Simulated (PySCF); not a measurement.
# doublet BPH5 at 3 levels

We compute a comparison of 3 runs (U-r2SCAN/STO-3G, UM06-2X/STO-3G, UCISD/STO-3G) of doublet BPH5. The job is set up through a Python script.

The calculation is run with PySCF 2.14.0.

2 further runs of the same task are left out: 2 set aside as unsound or not needed.

## 1. The system as given

The species is BPH5 (7 atoms), meant as a doublet with charge 0. SMILES of the parent species: `[BH3-]P`. Geometry: relaxed at GFN2-xTB. That shape belongs to the parent species and isn't relaxed for this state.

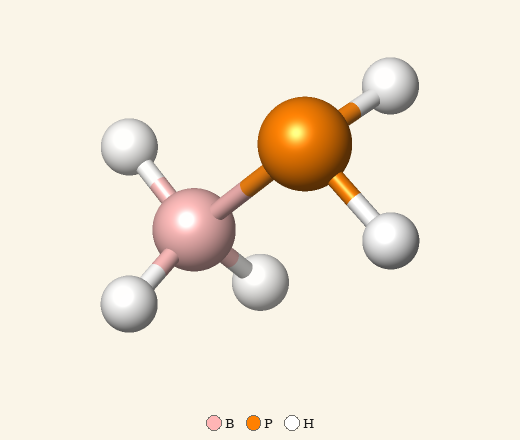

Viewed from a chosen angle; boron pink, phosphorus orange, hydrogen white.

## 2. The energy at U-r2SCAN/STO-3G (run 1)

run.py

```python
from pyscf import gto, dft

molecule = gto.M(
    atom='''
B   -0.506120  -0.519900  -0.363840
P    0.697480   0.300190   0.995330
H   -1.584360  -0.644230   0.174420
H   -0.027360  -1.601150  -0.627340
H   -0.557520   0.205550  -1.330350
H    0.219110   1.599520   0.971100
H    1.758760   0.660030   0.180690
''',
    charge=0,
    max_memory=1860,
    verbose=3,
    spin=1,
    basis='sto-3g',
)

myscf = dft.UKS(molecule, xc='r2scan')
myscf.grids.level = 5
myscf.conv_tol = 1e-10
myscf.kernel()
if not myscf.converged:
    myscf = myscf.newton().run(myscf.mo_coeff, myscf.mo_occ)

e_tot = myscf.e_tot
print('Final energy', e_tot)
```

Started as:

```console
$ OMP_NUM_THREADS=1 python run.py
```

What it wrote:

```text
WARN: HOMO -0.225275339450976 >= LUMO -0.225275339450977

converged SCF energy = -364.90212636583  <S^2> = 0.75286797  2S+1 = 2.0028659
Final energy -364.90212636583
```

It took 8.4 s on 1 thread of Arm Neoverse V2, shared host; peak memory 0.23 GiB.

## 3. A single-point energy at UM06-2X/STO-3G (run 2)

mol.xyz

```xyz
7

B     -0.506120    -0.519900    -0.363840
P      0.697480     0.300190     0.995330
H     -1.584360    -0.644230     0.174420
H     -0.027360    -1.601150    -0.627340
H     -0.557520     0.205550    -1.330350
H      0.219110     1.599520     0.971100
H      1.758760     0.660030     0.180690
```

input.py

```python
from pyscf import gto, dft

system = gto.M(
    atom='mol.xyz',
    verbose=4,
    basis='sto-3g',
    spin=1,
    max_memory=1860,
    charge=0,
)

mf = dft.UKS(system)
mf.xc = 'm06-2x'
mf.conv_tol = 1e-10
mf.grids.level = 5
mf.kernel()
if not mf.converged:
    mf = mf.newton().run(mf.mo_coeff, mf.mo_occ)

e_tot = mf.e_tot
print('Final energy', e_tot)
```

Started as:

```console
$ OMP_NUM_THREADS=1 python input.py
```

What it wrote:

```text
PySCF version 2.14.0

[... 57 lines left out ...]
WARN: HOMO -0.21693570754027 >= LUMO -0.216935707540269
[... 46 lines left out ...]
converged SCF energy = -364.939916627993  <S^2> = 0.75227848  2S+1 = 2.0022772
Final energy -364.9399166279929
```

Run time: 7.8 s. Hardware: 1 thread of Arm Neoverse V2, shared host; peak memory 0.23 GiB.

## 4. A single-point energy at UCISD/STO-3G (run 3)

job.py

```python
from pyscf import gto, scf, ci

molecule = gto.Mole()
molecule.atom = '''
B     -0.956428    -0.982469    -0.687558
P      1.318046     0.567277     1.880901
H     -2.994006    -1.217418     0.329606
H     -0.051703    -3.025735    -1.185501
H     -1.053560     0.388433    -2.513997
H      0.414058     3.022655     1.835113
H      3.323575     1.247276     0.341455
'''
molecule.max_memory = 1860
molecule.verbose = 4
molecule.spin = 1
molecule.basis = 'sto-3g'
molecule.unit = 'bohr'
molecule.build()

mf = scf.UHF(molecule)
mf.conv_tol = 1e-10
mf.kernel()
if not mf.converged:
    mf = mf.newton().run(mf.mo_coeff, mf.mo_occ)

cisd = ci.CISD(mf, frozen=6)
cisd.kernel()
e_final = cisd.e_tot
print('E = %.10f Eh' % e_final)
```

Started as:

```console
$ OMP_NUM_THREADS=1 python job.py
```

What it wrote:

```text
PySCF version 2.14.0

[... 95 lines left out ...]
converged SCF energy = -364.108593167935  <S^2> = 0.75675636  2S+1 = 2.006745
[... 1 line left out ...]
******** <class 'pyscf.ci.ucisd.UCISD'> ********
CISD nocc = (np.int64(7), np.int64(6)), nmo = (13, 13)
frozen orbitals 6
max_cycle = 50
direct = 0
conv_tol = 1e-09
max_cycle = 50
max_space = 12
lindep = 0
nroots = 1
Init t2, MP2 energy = -0.0749465152925339
UCISD converged
E(UCISD) = -364.2115089884563  E_corr = -0.1029158205214575
E = -364.2115089885 Eh
```

Run time: 0.56 s. Hardware: 1 thread of Arm Neoverse V2, shared host; peak memory 0.1 GiB.

## 5. The series

```tsv
run	level	integration grid	frozen core orbitals	energy (Eh)	dipole moment (D) of the reference	HOMO energy (eV)	LUMO energy (eV)	wall time
1	U-r2SCAN/STO-3G	5	–	-364.902126	4.42	-5.16	-3.73	8.4 s
2	UM06-2X/STO-3G	5	–	-364.939917	4.69	-7.62	-1.94	7.8 s
3	UCISD/STO-3G	–	6	-364.211509	5.05	-9.58	1.82	0.56 s
```

## 6. Results

```
                                                         quantity          value
                                              run 3: total energy  -364.21151 Eh
                      run 3: dipole moment (Hartree–Fock density)         5.05 D
run 3: HOMO energy (Hartree–Fock orbitals) (highest over α and β)       -9.58 eV
 run 3: LUMO energy (Hartree–Fock orbitals) (lowest over α and β)        1.82 eV
               run 3: correlation energy (6 core orbitals frozen)     -102.9 mEh
                         run 3: ⟨S²⟩ of the reference determinant          0.757
```

What this shows: Totals of different functionals can't be ranked against each other. In runs 1, 2, 3 the basis is minimal, so the values are rough. All runs together took 17 s, the longest 8.4 s.
